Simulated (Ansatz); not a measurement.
# GeH3O (SMILES [O][GeH3]) at UPBE0/def2-TZVP

Aim: the vertical doublet–quartet gap of GeH3O at UPBE0/def2-TZVP, from 2 runs. 

The calculation is run with Ansatz 0.2.0.

53 further runs of the same task are left out: 1 that didn't finish, 52 set aside as unsound or not needed. Runs told in other sessions of the task aren't counted.

### Step 1. The system as given

The species is GeH3O (5 atoms), meant as a doublet with charge 0. As SMILES, `[O][GeH3]`. The shape is that of a PBE0-D4/def2-TZVP optimisation.

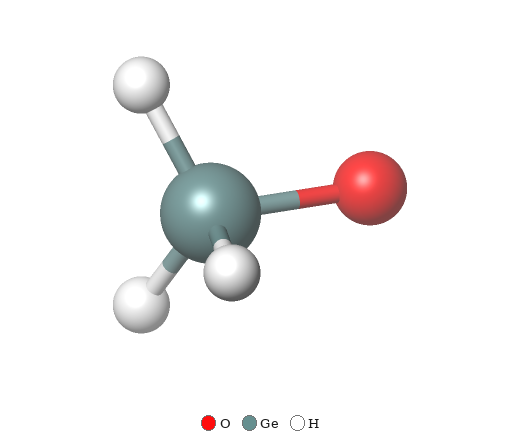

Viewed from a chosen angle; oxygen red, germanium teal, hydrogen white.

### Step 2. The energy at UPBE0/def2-TZVP

Input file job.yaml:

```yaml
crystal:
  periodic: [false, false, false]
  atoms:
    - {symbol: O, position_ang: [-1.443900, 0.418600, 0.777300]}
    - {symbol: Ge, position_ang: [0.072300, -0.056300, -0.056900]}
    - {symbol: H, position_ang: [-0.162200, -0.091200, -1.574700]}
    - {symbol: H, position_ang: [0.548000, -1.418100, 0.471500]}
    - {symbol: H, position_ang: [1.035700, 1.073400, 0.341400]}
basis:
  gaussian: {orbitals: def2-TZVP}
output: {orbitals: {seedname: orbitals}}
magnetization: {spin_polarized: true, initial_magnetization: 1}
hamiltonian: {xc: {name: PBE0}}
accuracy: high
```

Started as:

```
ansatz run job.yaml --threads 1 --pin off --max-ram 3480MiB --events-out events.jsonl --progress --plain --runs-dir runs
```

The program printed:

```text
Warning: RAYON_NUM_THREADS=1 ignored (pool sized by the plan → 1); use --threads N
Functional definition: PBE0
  name "PBE0"
  parameter a = 0.25
  parameter kappa = 0.804
  parameter beta = 0.06672455060314922
  exchange = (1 - a)*pbe_x(kappa = kappa, mu = beta*pi^2/3) + a*exact_x
  correlation = pbe_c(beta = beta)
1610 factors; integrals over basis functions are off by at most 4.7e-9 eV
mean field evaluation 1: about -58596.9581 eV, gradient 3.9e1 eV
mean field evaluation 2: about -58553.6996 eV, gradient 1.0e2 eV
mean field evaluation 4: about -58603.3227 eV, gradient 4.8e0 eV
mean field evaluation 8: about -58603.4785 eV, gradient 4.7e-1 eV
mean field evaluation 16: about -58603.4800 eV, gradient 2.3e-3 eV
mean field evaluation 32: about -58603.4800 eV, gradient 1.6e-6 eV
mean field -58603.47997296 eV, -2153.6381661407 hartree, gradient 8.9e-8 eV, S^2 0.754208; 2 other end points of the search recorded, 0 dependent functions left out
reference -58603.47997528 eV, -2153.6381662261 hartree; 22, 21 occupied and 75, 76 virtual orbitals, 1610 factors
Total energy: -58603.47997528 eV, -2153.6381662261 hartree
```

Wall time 23 s (1 thread of Arm Neoverse V1, shared host); peak memory 0.38 GiB.

### Step 3. The quartet, same level

Input file run.yaml:

```yaml
basis:
  gaussian:
    orbitals: def2-TZVP
crystal:
  periodic: [false, false, false]
  atoms:
    - {symbol: O, position_ang: [-1.443900, 0.418600, 0.777300]}
    - {symbol: Ge, position_ang: [0.072300, -0.056300, -0.056900]}
    - {symbol: H, position_ang: [-0.162200, -0.091200, -1.574700]}
    - {symbol: H, position_ang: [0.548000, -1.418100, 0.471500]}
    - {symbol: H, position_ang: [1.035700, 1.073400, 0.341400]}
magnetization:
  spin_polarized: true
  initial_magnetization: 3
hamiltonian:
  xc: {name: PBE0}
accuracy: high
output:
  orbitals: {seedname: orbitals}
```

Started as:

```
ansatz run run.yaml --threads 1 --pin off --max-ram 3480MiB --events-out events.jsonl --progress --plain --runs-dir runs
```

The program printed, shortened:

```text
Warning: RAYON_NUM_THREADS=1 ignored (pool sized by the plan → 1); use --threads N
[... 7 set-up lines as earlier in the session ...]
1610 factors; integrals over basis functions are off by at most 4.7e-9 eV
mean field evaluation 1: about -58595.5657 eV, gradient 2.0e1 eV
mean field evaluation 2: about -58590.7153 eV, gradient 3.9e1 eV
mean field evaluation 4: about -58597.0158 eV, gradient 5.0e0 eV
mean field evaluation 8: about -58597.2110 eV, gradient 6.6e-1 eV
mean field evaluation 16: about -58597.2134 eV, gradient 2.0e-3 eV
mean field evaluation 32: about -58597.2134 eV, gradient 4.6e-7 eV
mean field -58597.21342261 eV, -2153.4078746631 hartree, gradient 7.4e-8 eV, S^2 3.761543; 6 other end points of the search recorded, 0 dependent functions left out
reference -58597.21342500 eV, -2153.4078747509 hartree; 23, 20 occupied and 74, 77 virtual orbitals, 1610 factors
Total energy: -58597.21342500 eV, -2153.4078747509 hartree
```

Wall time 17 s (1 thread of Arm Neoverse V1, shared host); peak memory 0.36 GiB.

### Step 4. Results

At UPBE0/def2-TZVP:

| quantity | value |
| --- | --- |
| doublet: total energy | -2153.63817 Eh |
| doublet: HOMO energy (highest over α and β) | -8.38 eV |
| doublet: LUMO energy (lowest over α and β) | -4.08 eV |
| doublet: ⟨S²⟩ | 0.754 |
| quartet: total energy | -2153.40787 Eh |
| quartet: HOMO energy (highest over α and β) | -2.43 eV |
| quartet: ⟨S²⟩ | 3.762 |
| vertical energy of the quartet above the doublet | 6.267 eV |

**Reading.** At this shape the quartet lies 6.27 eV (145 kcal/mol) above the doublet.
